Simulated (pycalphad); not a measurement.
Li-Mg solution, phase LIQUID, at 477 °C; mixing quantities and activities refer to the pure elements in the same phase at that temperature, stable or not. Over part of the range this solution is metastable.

Source of the numbers: pycalphad with the COST 507 light-alloy database (1999); pressure 1 atm. The data set is of 1999 and partly superseded.

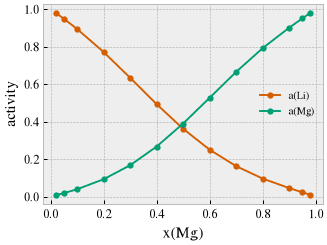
Figure: Activities against composition

Task: Is the deviation from Raoult's law positive or negative, and how large are the activity coefficients at the dilute ends?

Result: γ(Mg) = 0.35 at x(Mg) = 0.02 and γ(Li) = 0.46 at x(Mg) = 0.98; values under 1 are negative deviations, over 1 positive. The enthalpy of mixing is -3.7 kJ/mol at its extreme among the points, x(Mg) = 0.5.
